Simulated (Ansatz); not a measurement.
# H4O3Si: molecular dynamics

Purpose: to follow the molecule's vibrations and see whether its bonds hold. The start is relaxed first. Runs: 40 steps of 2.5 fs under a Langevin thermostat at 1000 K; 56 steps of 0.5 fs at constant energy, with velocities drawn for 300 K. SMILES of the start: O[SiH](O)O.

Program: Ansatz 0.2.0. Level of theory: RKS r2SCAN-D4/def2-SVP. These are calculated values, not measurements.

### Step 1. The system as given

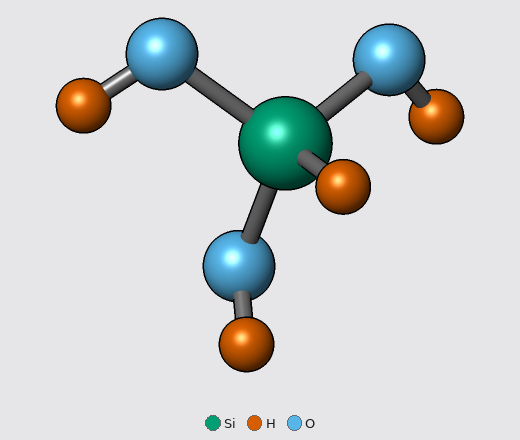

The starting structure, seen from a chosen angle (silicon teal, hydrogen orange, oxygen blue).

Structure file:

```xyz
8

Si    0.0000    0.0000    0.0000
H     0.0000    0.0000    1.4600
O     1.5842    0.0000   -0.5594
H     1.9006   -0.9521   -0.6761
O    -0.7913    1.3709   -0.5594
H    -1.7491    1.1401   -0.7818
O    -0.7913   -1.3709   -0.5594
H    -1.2459   -1.8365    0.2129
```

### Step 2. Relaxing the start

Contents of input.yaml:

```yaml
crystal:
  periodic: [false, false, false]
  atoms:
    - { symbol: Si, position_ang: [0.0, 0.0, 0.0] }
    - { symbol: H, position_ang: [0.0, 0.0, 1.46] }
    - { symbol: O, position_ang: [1.5842, 0.0, -0.5594] }
    - { symbol: H, position_ang: [1.9006, -0.9521, -0.6761] }
    - { symbol: O, position_ang: [-0.7913, 1.3709, -0.5594] }
    - { symbol: H, position_ang: [-1.7491, 1.1401, -0.7818] }
    - { symbol: O, position_ang: [-0.7913, -1.3709, -0.5594] }
    - { symbol: H, position_ang: [-1.2459, -1.8365, 0.2129] }
basis:
  gaussian: { orbitals: def2-SVP }
hamiltonian:
  xc: r2scan
  dispersion: d4
relax:
  f_tol: 0.02
  max_steps: 40
```

Started as:

```console
$ ansatz run input.yaml --threads 2 --pin off --max-ram 3072MiB --backend cpu --events-out ev --progress --plain --runs-dir out
```

Output, shortened:

```text
Warning: RAYON_NUM_THREADS=2 ignored (pool sized by the plan → 2); use --threads N
[...]
Functional definition: r2SCAN
[...]
857 factors; their error is unknown
[...]
mean field -14076.11150736 eV, -517.2875567644 hartree, gradient 8.0e-6 eV, S^2 0.000000; 0 other end points of the search recorded, 0 dependent functions left out
[...]
reference -14076.11151576 eV, -517.2875570732 hartree; 21, 21 occupied and 59, 59 virtual orbitals, 857 factors
relax step   1: F+E_penalty+E_count = -14076.14203715 eV  Δ(F+E_penalty+E_count) = +0.000e0 eV  max|allowed force component| = 1.892e0 eV/Å  Δτ_max = 0.0000 Å  (27 SCF iters, accepted)
[...]
relax step   4: F+E_penalty+E_count = -14076.36275501 eV  Δ(F+E_penalty+E_count) = -1.710e-2 eV  max|allowed force component| = 5.146e-1 eV/Å  Δτ_max = 0.1017 Å  (28 SCF iters, accepted)
[...]
relax step   7: F+E_penalty+E_count = -14076.41309930 eV  Δ(F+E_penalty+E_count) = -7.249e-3 eV  max|allowed force component| = 1.109e0 eV/Å  Δτ_max = 0.0944 Å  (28 SCF iters, accepted)
[...]
relax step  10: F+E_penalty+E_count = -14076.47875813 eV  Δ(F+E_penalty+E_count) = +3.498e-3 eV  max|allowed force component| = 1.779e-1 eV/Å  Δτ_max = 0.1682 Å  (33 SCF iters, rejected (line search))
[...]
relax step  13: F+E_penalty+E_count = -14076.48699138 eV  Δ(F+E_penalty+E_count) = -5.602e-4 eV  max|allowed force component| = 2.277e-1 eV/Å  Δτ_max = 0.0623 Å  (27 SCF iters, accepted)
[...]
relax step  14: F+E_penalty+E_count = -14076.48914039 eV  Δ(F+E_penalty+E_count) = -2.149e-3 eV  max|allowed force component| = 1.513e-2 eV/Å  Δτ_max = 0.0240 Å  (27 SCF iters, accepted)
857 factors; their error is unknown
[...]
mean field -14076.45850547 eV, -517.3003087096 hartree, gradient 7.7e-6 eV, S^2 0.000000; 1 other end points of the search recorded, 0 dependent functions left out
[...]
reference -14076.45851394 eV, -517.3003090210 hartree; 21, 21 occupied and 59, 59 virtual orbitals, 857 factors
Total energy: -14076.48914887 eV, -517.3014348338 hartree
Atom 0 at    -0.070374    -0.080057     0.149359 Å, force     0.003377     0.000380    -0.003942 eV/Å
Atom 1 at     0.061588     0.043238     1.618932 Å, force    -0.005296    -0.006510    -0.005224 eV/Å
Atom 2 at     1.354351     0.080541    -0.673085 Å, force     0.014321     0.004665    -0.007211 eV/Å
Atom 3 at     1.773980    -0.744280    -0.944135 Å, force    -0.009256    -0.005366     0.009434 eV/Å
Atom 4 at    -1.071194     1.161595    -0.277308 Å, force    -0.011188     0.015134     0.001927 eV/Å
Atom 5 at    -1.089448     1.380853    -1.217144 Å, force     0.001584    -0.003524     0.003461 eV/Å
Atom 6 at    -0.627459    -1.585630    -0.279127 Å, force     0.003331    -0.006662    -0.008914 eV/Å
Atom 7 at    -1.424245    -1.904761     0.159307 Å, force     0.003127     0.001883     0.010470 eV/Å
Dipole moment:    -0.132561    -0.311113    -0.139620 e Å
```

It took 31 s on 2 threads of Arm Neoverse V1, shared host; peak memory 0.16 GiB.

Step by step:

```csv
step,energy from step 1 (eV),largest force component (eV/Å)
1,0.0000,1.8922
2,-0.1700,0.7554
3,-0.2036,0.2468
4,-0.2207,0.5146
5,-0.2314,0.6875
6,-0.2638,0.9268
7,-0.2711,1.1087
8,-0.3321,0.2427
9,-0.3402,0.1294
10x,-0.3367,0.1779
11,-0.3431,0.0949
12,-0.3444,0.0953
13,-0.3450,0.2277
14,-0.3471,0.0151
```

Step 1 is the start. 1 step was tried and not accepted (10; marked x where the table lists them).

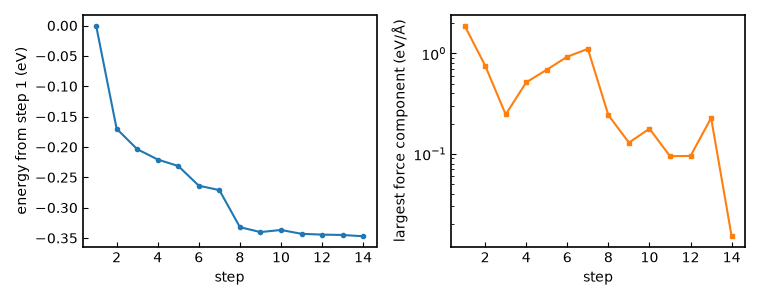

How energy and force went from step to step.

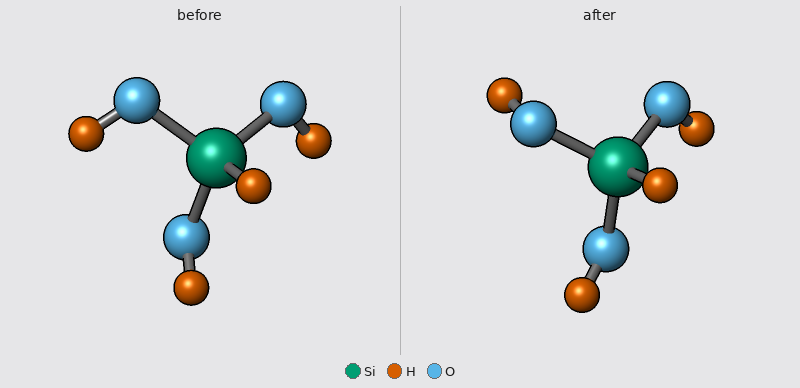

Before and after, at one scale.

After: Bond lengths: Si1–H2 1.481 Å, Si1–O3 1.653 Å, O3–H4 0.964 Å, Si1–O5 1.651 Å, O5–H6 0.965 Å, Si1–O7 1.662 Å, O7–H8 0.964 Å. Angles: H2–Si1–O3 114.1°, H2–Si1–O5 104.4°, H2–Si1–O7 111.2°, O3–Si1–O5 108.7°, O3–Si1–O7 104.4°, O5–Si1–O7 114.3°, Si1–O3–H4 115.6°, Si1–O5–H6 115.7°, Si1–O7–H8 117.4°.

### Step 3. Run 1

40 steps of 2.5 fs under a Langevin thermostat at 1000 K, from the relaxed start.

Contents of input.yaml:

```yaml
crystal:
  periodic: [false, false, false]
  atoms:
    - { symbol: Si, position_ang: [-0.070374, -0.080057, 0.149359] }
    - { symbol: H, position_ang: [0.061588, 0.043238, 1.618932] }
    - { symbol: O, position_ang: [1.354351, 0.080541, -0.673085] }
    - { symbol: H, position_ang: [1.77398, -0.74428, -0.944135] }
    - { symbol: O, position_ang: [-1.071194, 1.161595, -0.277308] }
    - { symbol: H, position_ang: [-1.089448, 1.380853, -1.217144] }
    - { symbol: O, position_ang: [-0.627459, -1.58563, -0.279127] }
    - { symbol: H, position_ang: [-1.424245, -1.904761, 0.159307] }
basis:
  gaussian: { orbitals: def2-SVP }
hamiltonian:
  xc: r2scan
  dispersion: d4
md:
  timestep: 2.5
  n_steps: 40
  ensemble: nvt_langevin
  temperature: 1000.0
  initial_velocities: maxwell_boltzmann
  seed: 524292
  friction: 0.01
```

Started as:

```console
$ ansatz run input.yaml --threads 2 --pin off --max-ram 3072MiB --backend cpu --events-out ev --progress --plain --runs-dir out
```

Output:

```text
Warning: RAYON_NUM_THREADS=2 ignored (pool sized by the plan → 2); use --threads N
Engine: ansatz 0.2.0, aarch64-unknown-linux-gnu
Functional definition: r2SCAN
  parameter k0 = 0.174
  parameter k1 = 0.065
  parameter a1 = 4.9479
  exchange = r2scan_x(k0 = k0, k1 = k1, a1 = a1)
  correlation = r2scan_c
857 factors; their error is unknown
mean field evaluation 1: about -14065.5755 eV, gradient 8.1e1 eV
mean field evaluation 2: about -14045.3793 eV, gradient 1.3e2 eV
mean field evaluation 4: about -14076.4909 eV, gradient 2.0e0 eV
mean field evaluation 8: about -14076.5034 eV, gradient 3.4e-2 eV
mean field evaluation 16: about -14076.4585 eV, gradient 3.4e-5 eV
mean field -14076.45849841 eV, -517.3003084503 hartree, gradient 3.4e-5 eV, S^2 0.000000; 0 other end points of the search recorded, 0 dependent functions left out
[... from here on, the SCF cycles and remarks between the steps are left out, and one step in 2 is shown ...]
md step     0: t =     0.00 fs  T =   875.0 K  F+E_penalty+E_count = -14076.48913334 eV  E_kin = 0.904820 eV  (25 SCF iters)
md step     1: t =     2.50 fs  T =   502.6 K  F+E_penalty+E_count = -14075.77293404 eV  E_kin = 0.519707 eV  (33 SCF iters, 5 dispersion substeps)
md step     3: t =     7.50 fs  T =  1804.5 K  F+E_penalty+E_count = -14074.60752747 eV  E_kin = 1.865967 eV  (33 SCF iters, 5 dispersion substeps)
md step     5: t =    12.50 fs  T =  3883.6 K  F+E_penalty+E_count = -14069.81388321 eV  E_kin = 4.015975 eV  (39 SCF iters, 19 dispersion substeps)
md step     7: t =    17.50 fs  T =  3008.4 K  F+E_penalty+E_count = -14068.98343988 eV  E_kin = 3.110884 eV  (45 SCF iters, 19 dispersion substeps)
md step     9: t =    22.50 fs  T =  2832.7 K  F+E_penalty+E_count = -14067.84750288 eV  E_kin = 2.929286 eV  (45 SCF iters, 19 dispersion substeps)
md step    11: t =    27.50 fs  T =  3078.2 K  F+E_penalty+E_count = -14066.83981475 eV  E_kin = 3.183078 eV  (43 SCF iters, 19 dispersion substeps)
md step    13: t =    32.50 fs  T =  6163.9 K  F+E_penalty+E_count = -14060.71396484 eV  E_kin = 6.373924 eV  (143 SCF iters, 19 dispersion substeps)
md step    15: t =    37.50 fs  T =  2770.7 K  F+E_penalty+E_count = -14057.69947056 eV  E_kin = 2.865176 eV  (100 SCF iters, 19 dispersion substeps)
md step    17: t =    42.50 fs  T =  4096.2 K  F+E_penalty+E_count = -14059.03590185 eV  E_kin = 4.235779 eV  (82 SCF iters, 19 dispersion substeps)
md step    19: t =    47.50 fs  T = 1310055.5 K  F+E_penalty+E_count = -14005.33760724 eV  E_kin = 1354.702193 eV  (134 SCF iters, 19 dispersion substeps)
md step    21: t =    52.50 fs  T = 4949035.8 K  F+E_penalty+E_count = -14051.19565036 eV  E_kin = 5117.698889 eV  (445 SCF iters)
md step    23: t =    57.50 fs  T = 4486233.3 K  F+E_penalty+E_count = -14050.62798482 eV  E_kin = 4639.124113 eV  (494 SCF iters)
md step    25: t =    62.50 fs  T = 4052050.4 K  F+E_penalty+E_count = -14051.15683625 eV  E_kin = 4190.144228 eV  (1015 SCF iters)
md step    27: t =    67.50 fs  T = 3663545.2 K  F+E_penalty+E_count = -14051.25243175 eV  E_kin = 3788.398749 eV  (2063 SCF iters)
md step    29: t =    72.50 fs  T = 3313259.1 K  F+E_penalty+E_count = -14050.74708059 eV  E_kin = 3426.174991 eV  (718 SCF iters)
md step    31: t =    77.50 fs  T = 2997736.6 K  F+E_penalty+E_count = -14050.67284195 eV  E_kin = 3099.899397 eV  (961 SCF iters)
md step    33: t =    82.50 fs  T = 2719282.5 K  F+E_penalty+E_count = -14050.73108469 eV  E_kin = 2811.955612 eV  (1707 SCF iters)
md step    34: t =    85.00 fs  T = 2593570.7 K  F+E_penalty+E_count = -14050.68173185 eV  E_kin = 2681.959540 eV  (1191 SCF iters)
[... 2 lines left out ...]
[...]
Error: SIGTERM received: run cancelled behind 2140 evaluations of the mean field
```

Wall time 19 min (2 threads of Arm Neoverse V1, shared host).

### Step 4. Frames and traces

The run was stopped at its time limit after 34 steps, short of the number asked for. What follows covers the steps that were done.

The trajectory, every 2 steps (energies from step 0):

```csv
time (fs),T (K),potential energy change (meV/atom)
0.0,875,0.0
5.0,742,28.4
10.0,6818,585.7
15.0,3274,918.5
20.0,2966,965.3
25.0,2919,1111.3
30.0,6462,1559.5
35.0,3559,2263.7
40.0,3049,2329.6
45.0,5009,1827.6
50.0,5199832,2853.7
55.0,4707437,3230.3
60.0,4262848,3198.1
65.0,3851854,3153.1
70.0,3486488,3189.7
75.0,3154449,3216.9
80.0,2853125,3248.1
85.0,2593571,3225.9
```

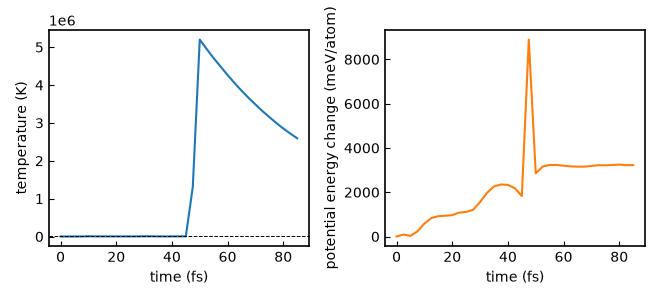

Time series of the run, each on its own scale. The dashed line is the set temperature.

Bonds that form or break, judged by distance (formed within 1.15 times the sum of covalent radii and held on average over 10 fs, broken when stretched by half; pairs already stretched at the start don't count as bonds):

```csv
time (fs),bond,event
10.0,O7–H8,breaks
30.0,O5–H6,breaks
35.0,O3–H4,breaks
52.5,Si1–O3,breaks
```

On run 1: The run blows up, reaching 5199832 K, so it describes no real motion.

### Step 5. Run 2

56 steps of 0.5 fs at constant energy, with velocities drawn for 300 K, from the relaxed start.

Changes to input.yaml since step 3:

```diff
@@ -17,8 +17,7 @@
 md:
-  timestep: 2.5
-  n_steps: 40
-  ensemble: nvt_langevin
-  temperature: 1000.0
+  timestep: 0.5
+  n_steps: 56
+  ensemble: nve
+  temperature: 300.0
   initial_velocities: maxwell_boltzmann
-  seed: 524292
-  friction: 0.01
+  seed: 307819
```

Started as:

```console
$ ansatz run input.yaml --threads 2 --pin off --max-ram 3072MiB --backend cpu --events-out ev --progress --plain --runs-dir out
```

Output, shortened:

```text
Warning: RAYON_NUM_THREADS=2 ignored (pool sized by the plan → 2); use --threads N
[...]
Functional definition: r2SCAN
[...]
857 factors; their error is unknown
[...]
mean field -14076.45849841 eV, -517.3003084503 hartree, gradient 3.4e-5 eV, S^2 0.000000; 0 other end points of the search recorded, 0 dependent functions left out
[...]
reference -14076.45850695 eV, -517.3003087641 hartree; 21, 21 occupied and 59, 59 virtual orbitals, 857 factors
md step     0: t =     0.00 fs  T =   300.0 K  F+E_penalty+E_count = -14076.48913334 eV  E_kin = 0.232668 eV  conserved = -14076.25646534 eV  (25 SCF iters)
[...]
md step    14: t =     7.00 fs  T =   145.6 K  F+E_penalty+E_count = -14076.36826493 eV  E_kin = 0.112903 eV  conserved = -14076.25536205 eV  (27 SCF iters)
[...]
md step    28: t =    14.00 fs  T =   171.7 K  F+E_penalty+E_count = -14076.38906402 eV  E_kin = 0.133200 eV  conserved = -14076.25586438 eV  (29 SCF iters)
[...]
md step    56: t =    28.00 fs  T =    55.4 K  F+E_penalty+E_count = -14076.29813604 eV  E_kin = 0.042931 eV  conserved = -14076.25520519 eV  (27 SCF iters)
Total energy: -14076.29814469 eV, -517.2944155596 hartree
Atom 0 at    -0.042882    -0.103150     0.146190 Å, force    -1.311666     0.350116    -0.967991 eV/Å
Atom 1 at    -0.003591    -0.164165     1.612456 Å, force     0.315383     0.356931     0.294057 eV/Å
Atom 2 at     1.382605     0.123729    -0.656713 Å, force     0.488760    -0.427072    -0.305566 eV/Å
Atom 3 at     1.855643    -0.605186    -1.111240 Å, force    -0.601050     0.550084     0.547975 eV/Å
Atom 4 at    -1.091548     1.135861    -0.318790 Å, force     0.932004     0.041098    -0.401110 eV/Å
Atom 5 at    -0.884410     1.693079    -1.108942 Å, force    -0.055383    -0.850263     0.996772 eV/Å
Atom 6 at    -0.730110    -1.564590    -0.264831 Å, force     0.463839     0.548696    -0.828723 eV/Å
Atom 7 at    -0.907854    -2.116226     0.484629 Å, force    -0.231887    -0.569589     0.664586 eV/Å
Dipole moment:     0.280590    -0.238273    -0.049778 e Å
```

It took 1.9 min on 2 threads of Arm Neoverse V1, shared host; peak memory 0.16 GiB.

### Step 6. The trajectory

One step in 3; energies are changes from step 0:

```csv
time (fs),T (K),potential energy change (meV/atom),total energy change (meV/atom)
0.0,300,0.0,0.00
1.5,258,4.2,0.11
3.0,236,6.3,0.10
4.5,229,6.9,0.02
6.0,163,13.4,0.14
7.5,151,14.5,0.09
9.0,151,14.5,0.04
10.5,109,18.6,0.16
12.0,142,15.4,0.08
13.5,176,12.1,0.04
15.0,168,13.0,0.15
16.5,214,8.3,0.04
18.0,214,8.4,0.06
19.5,181,11.7,0.14
21.0,200,9.7,0.03
22.5,167,13.0,0.06
24.0,115,18.1,0.14
25.5,119,17.5,0.02
27.0,74,22.0,0.12
28.0,55,23.9,0.16
```

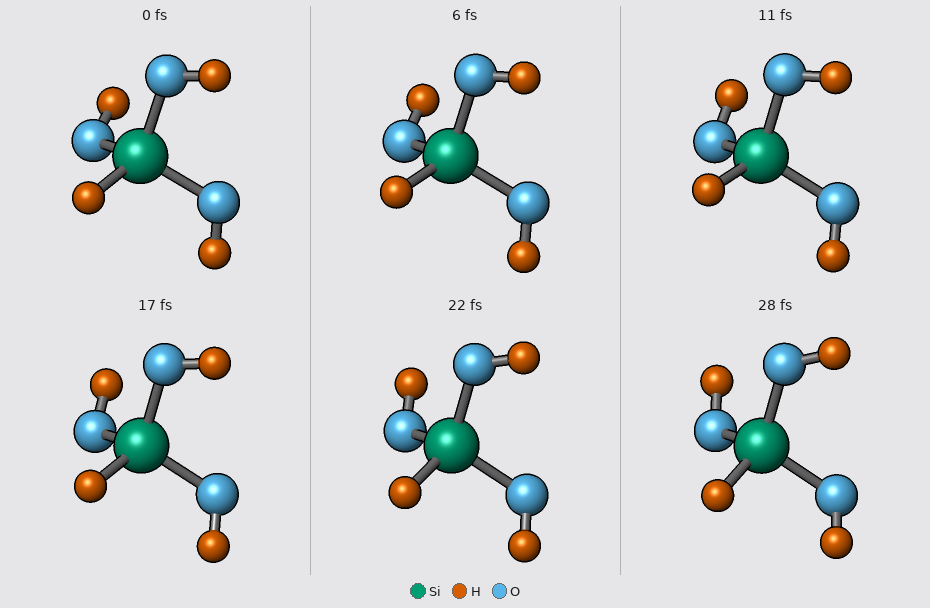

Six frames of the run, seen from a free direction. Sticks join atoms within a bonding distance in each frame.

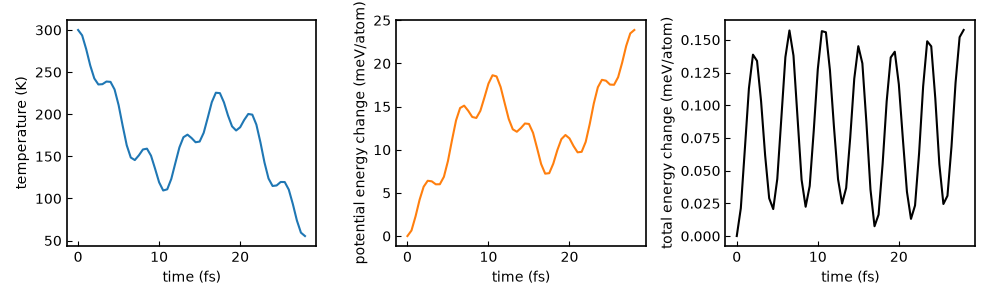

Traces against time; each panel has its own scale.

### Step 7. Frames from the trajectory

Positions (Å) and forces (eV/Å):

```xyz
8
time_fs=3.5 T=239 dE=0.0480
Si   -0.076   -0.080    0.141    0.808   -0.241    0.768
H     0.132    0.092    1.621   -0.222   -0.224   -0.341
O     1.364    0.094   -0.667    0.046   -0.721   -0.273
H     1.744   -0.763   -0.944   -0.162    0.567    0.131
O    -1.066    1.143   -0.272   -0.385    0.813   -1.159
H    -1.009    1.385   -1.224   -0.148   -0.145    0.822
O    -0.644   -1.581   -0.281    0.262    0.043   -0.064
H    -1.366   -1.941    0.238   -0.199   -0.091    0.116
8
time_fs=7.0 T=146 dE=0.1209
Si   -0.077   -0.081    0.136    1.214   -0.397    0.860
H     0.178    0.117    1.590   -0.292   -0.311   -0.018
O     1.373    0.103   -0.662   -0.729    0.425    0.111
H     1.706   -0.742   -0.938    0.512   -0.724   -0.377
O    -1.065    1.130   -0.273   -0.758    0.577    0.573
H    -0.941    1.385   -1.174   -0.071    0.521   -1.208
O    -0.659   -1.576   -0.282   -0.445   -0.464    0.621
H    -1.321   -1.980    0.320    0.568    0.372   -0.562
8
time_fs=10.5 T=109 dE=0.1490
Si   -0.074   -0.083    0.134    1.099   -0.484    0.343
H     0.191    0.106    1.559   -0.241   -0.272    0.522
O     1.378    0.113   -0.657   -0.056   -1.190   -0.519
H     1.709   -0.763   -0.961   -0.125    0.881    0.172
O    -1.068    1.123   -0.274   -0.430    1.375   -1.690
H    -0.890    1.424   -1.201   -0.411   -0.215    1.071
O    -0.676   -1.573   -0.281    0.739    0.348   -0.454
H    -1.234   -1.993    0.360   -0.574   -0.443    0.556
8
time_fs=14.0 T=172 dE=0.1001
Si   -0.067   -0.088    0.134    0.555   -0.167    0.467
H     0.175    0.063    1.581   -0.217   -0.208    0.230
O     1.382    0.116   -0.655   -0.539    0.184   -0.015
H     1.713   -0.719   -0.977    0.394   -0.458   -0.305
O    -1.074    1.124   -0.283   -0.368    0.335    0.298
H    -0.877    1.455   -1.154   -0.039    0.417   -0.724
O    -0.690   -1.569   -0.281   -0.188   -0.489    0.714
H    -1.183   -2.033    0.430    0.402    0.387   -0.665
8
time_fs=17.5 T=225 dE=0.0583
Si   -0.057   -0.093    0.136   -0.162    0.106    0.609
H     0.134   -0.004    1.626   -0.157   -0.081   -0.373
O     1.382    0.120   -0.654   -0.036   -0.371   -0.278
H     1.751   -0.700   -1.018   -0.017    0.228    0.063
O    -1.083    1.128   -0.293    0.242    0.222   -0.257
H    -0.876    1.522   -1.155   -0.122   -0.054    0.207
O    -0.703   -1.568   -0.277    0.418    0.145   -0.153
H    -1.105   -2.046    0.450   -0.166   -0.197    0.182
8
time_fs=21.0 T=200 dE=0.0776
Si   -0.048   -0.098    0.140   -0.894    0.276    0.140
H     0.076   -0.079    1.635    0.037    0.132   -0.318
O     1.382    0.121   -0.654    0.208   -0.340   -0.287
H     1.791   -0.666   -1.055   -0.209    0.324    0.220
O    -1.091    1.134   -0.304    0.674   -0.016   -0.280
H    -0.886    1.586   -1.146   -0.088   -0.352    0.573
O    -0.714   -1.567   -0.273    0.319    0.027   -0.025
H    -1.038   -2.075    0.479   -0.047   -0.051   -0.024
8
time_fs=24.5 T=115 dE=0.1440
Si   -0.043   -0.101    0.144   -1.335    0.389   -0.729
H     0.023   -0.139    1.612    0.240    0.305    0.253
O     1.383    0.120   -0.656   -0.346    0.758    0.393
H     1.817   -0.611   -1.077    0.280   -0.696   -0.275
O    -1.093    1.138   -0.315    0.552   -1.230    1.428
H    -0.899    1.627   -1.099    0.349    0.488   -0.919
O    -0.723   -1.565   -0.270    0.123   -0.370    0.419
H    -0.977   -2.107    0.502    0.139    0.356   -0.571
8
time_fs=28.0 T=55 dE=0.1910
Si   -0.043   -0.103    0.146   -1.312    0.350   -0.968
H    -0.004   -0.164    1.613    0.315    0.357    0.294
O     1.383    0.124   -0.657    0.489   -0.427   -0.306
H     1.856   -0.605   -1.111   -0.601    0.550    0.548
O    -1.091    1.136   -0.319    0.932    0.041   -0.401
H    -0.884    1.693   -1.109   -0.055   -0.850    0.997
O    -0.730   -1.565   -0.265    0.464    0.549   -0.829
H    -0.908   -2.116    0.485   -0.232   -0.570    0.665
```

On run 2: The temperature starts at 300 K and averages 158 K in the second half, where it ranges from 55 to 226 K. About half is expected from a start at a minimum: kinetic energy passes into potential energy until both shares match. The total energy strays from its start by at most 0.16 meV/atom, 0.9 % of the mean kinetic energy, which is good for a step of 0.5 fs. No bond forms or breaks.

### Step 8. Results

| quantity | value |
| --- | --- |
| relaxation of the start | 12 moves, 0.347 eV lower |
| run 1: length | 34 steps of 2.5 fs, cut short |
| run 1: temperature, first and last step | 875 and 2593571 K |
| run 1: temperature, second half | mean 3200550 K, from 4096 to 5199832 K |
| run 1: potential energy, second half | +3367 meV/atom from this run's first step |
| run 1: bonds formed or broken | 4 |
| run 2: length | 56 steps of 0.5 fs |
| run 2: temperature, first and last step | 300 and 55 K |
| run 2: temperature, second half | mean 158 K, from 55 to 226 K |
| run 2: potential energy, second half | +14 meV/atom from this run's first step |
| run 2: largest change of the total energy | 0.16 meV/atom |
| run 2: bonds formed or broken | 0 |

What this shows: Mean temperatures of the second halves: none that means anything (unstable run), 158 K. Bonds changed in run 1 (an artefact of the unstable or too long step). Averages from a run of 28 fs with 8 atoms are rough. The nuclei move classically, without zero-point motion, which matters most for hydrogen.
